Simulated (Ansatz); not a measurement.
**Fields on a plane of ZnS (zinc blende)**

```
ZnS
1.0
    0.00000     2.67846     2.67846
    2.67846     0.00000     2.67846
    2.67846     2.67846     0.00000
S Zn
1 1
Direct
  0.75000   0.75000   0.75000
  0.00000   0.00000   0.00000
```

The slice is a {111} plane (indices of the conventional cell) through the point (0.000, 0.000, 0.000) (fractional), spanned by u = [100] and v = [-1 2 0] in vectors of this cell: u (3.79 Å) and v (6.56 Å, at 90° to u). It covers one period; positions are fractions (u, v).

Atoms on it: Zn at (0.00, 0.00); Zn at (0.50, 0.50). Other atoms lie within 1 Å of the plane.

Level of theory: PBEsol (plane waves to 420 eV, PAW, scalar-relativistic; Ansatz, a quantum-chemistry and plane-wave program). k mesh 11×11×11. Inside the PAW spheres the values are not all-electron values, and peaks at nuclei hang on which shells count as valence. The PAW data are Ansatz's earlier set. ZnS was relaxed with its symmetry unable to fall.

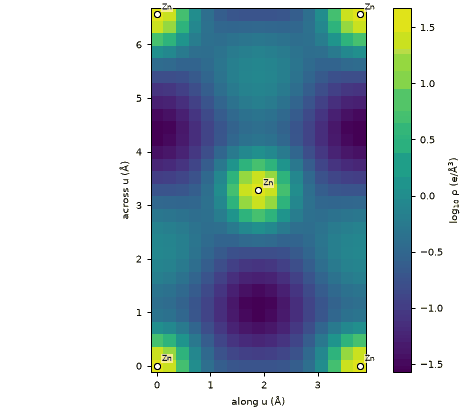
Fig. 1. Log₁₀ of the valence density in e/Å³, one period of the plane, atoms marked. The scale is logarithmic, as a density can span decades between atoms and voids.

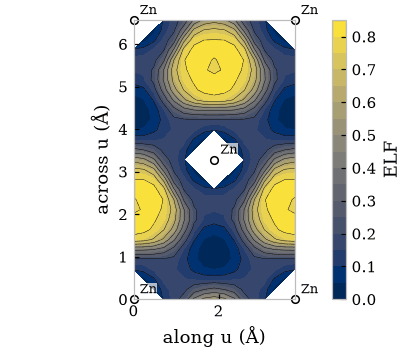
Figure. Electron localisation function (ELF), one period of the plane, atoms marked. Points within 0.5 Å of a nucleus are left white, as the pseudised field means little there.
